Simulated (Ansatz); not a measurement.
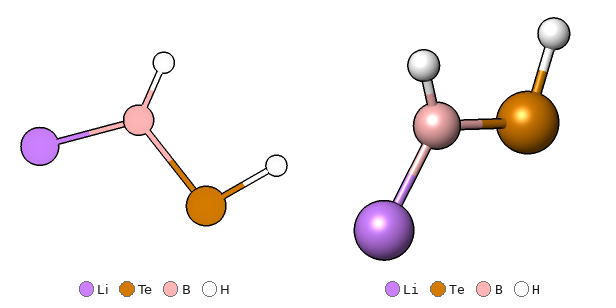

The same structure drawn twice, from different directions.

The geometry was computed by an optimisation with PBE0-D4/def2-TZVP. No frequency run is at hand to confirm it as a minimum.

Question: What is the molecular formula?

Answer: BH2LiTe, 5 atoms: 1 boron, 2 hydrogen, 1 lithium and 1 tellurium.

Question: What is the point group of this geometry?

Answer: Cs.

Question: How many sets of symmetry-equivalent atoms are there?

Answer: 5: 1 Li, 1 Te, 1 B, 1 H, 1 H.

Question: Count the bonded pairs by element.

Answer: 1 B–Li, 1 B–Te, 1 Te–H, 1 B–H. Sticks follow a distance rule.

More results for the same structure follow; atom numbers are the same in all pictures, views and colours differ.

Geometry

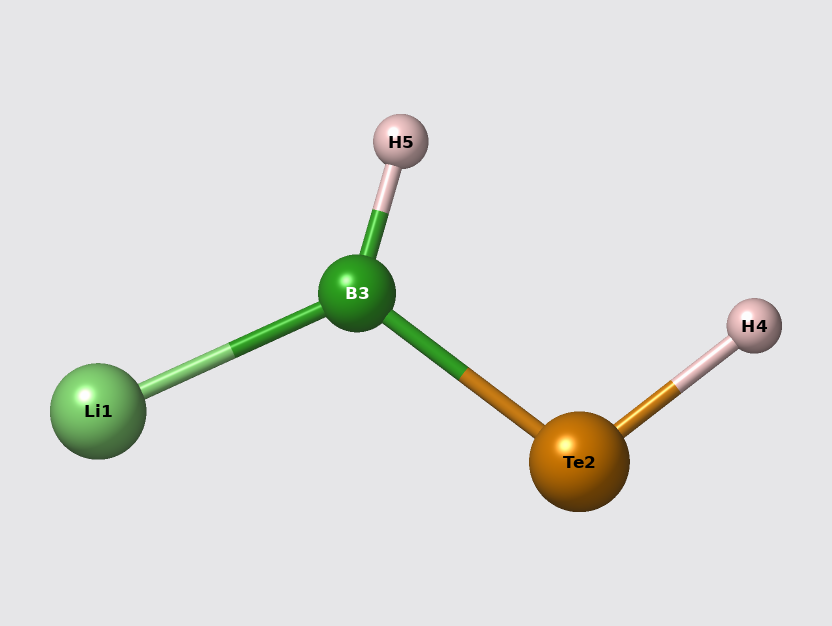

Atoms carry their numbers in the input. No frequency run is at hand to confirm it as a minimum.

Question: How are the neighbours of atom 3 arranged?

Answer: B3 has 3 neighbours (Li1 at 2.15, Te2 at 2.12, H5 at 1.20 Å); the arrangement is trigonal planar.

Question: How are the neighbours of atom 2 arranged?

Answer: Te2 has 2 neighbours (B3 at 2.12, H4 at 1.68 Å); the arrangement is bent.

Electronic properties

No frequency run is at hand to confirm it as a minimum. Method: RKS PBE0-D4/def2-TZVPP, core potentials on Te (Ansatz 0.2.0).

Predict the main results.

- HOMO energy (Kohn–Sham orbital): −5.31 eV
- LUMO energy (Kohn–Sham orbital): −1.25 eV
- HOMO–LUMO gap: 4.06 eV

Dipole moment

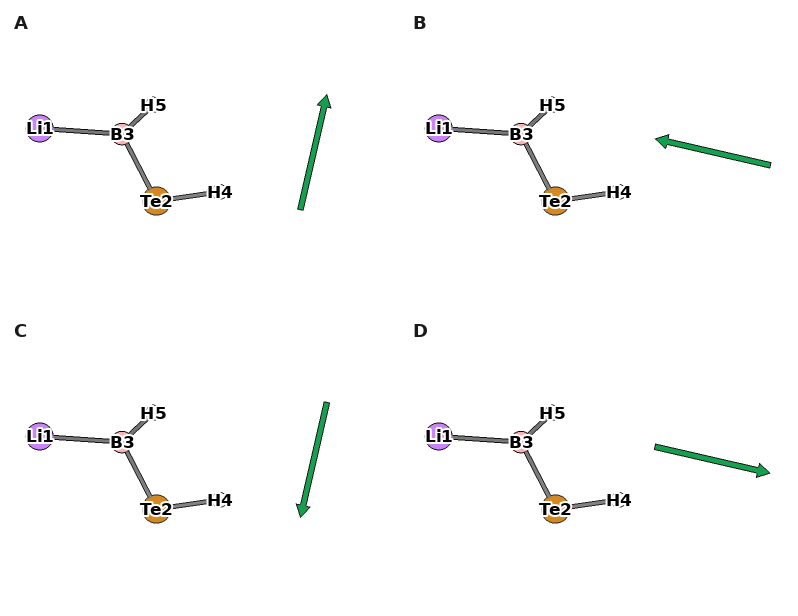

The same molecule four times, each with an arrow. No frequency run is at hand to confirm it as a minimum. Level of theory: RKS PBE0-D4/def2-TZVP, core potentials on Te (Ansatz 0.2.0).

Question: Which arrow points along the dipole moment, from the negative to the positive end?

Answer: B. The dipole moment is 6.17 D; it points from the side of H4 to the side of Li1 (the outermost atoms at the two ends).

Charges

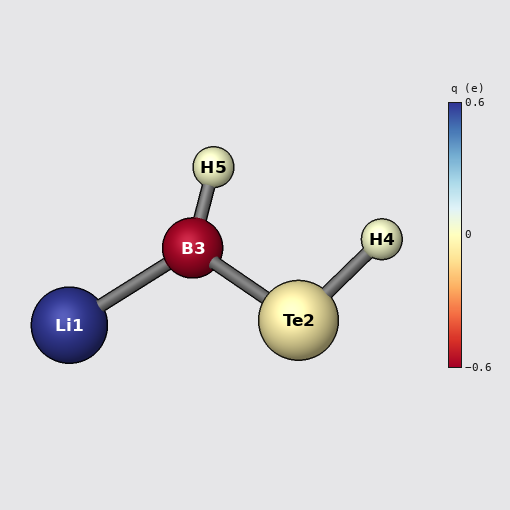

Atoms are coloured by their Mulliken charges. No frequency run is at hand to confirm it as a minimum. Level of theory: RKS PBE0-D4/def2-TZVP, core potentials on Te (Ansatz 0.2.0).

List the Mulliken charges.

```tsv
atom	value (e)
Li1	0.59
Te2	−0.05
B3	−0.58
H4	0.02
H5	0.02
```

Mulliken values depend strongly on the basis set and can even reverse the polarity of a bond.
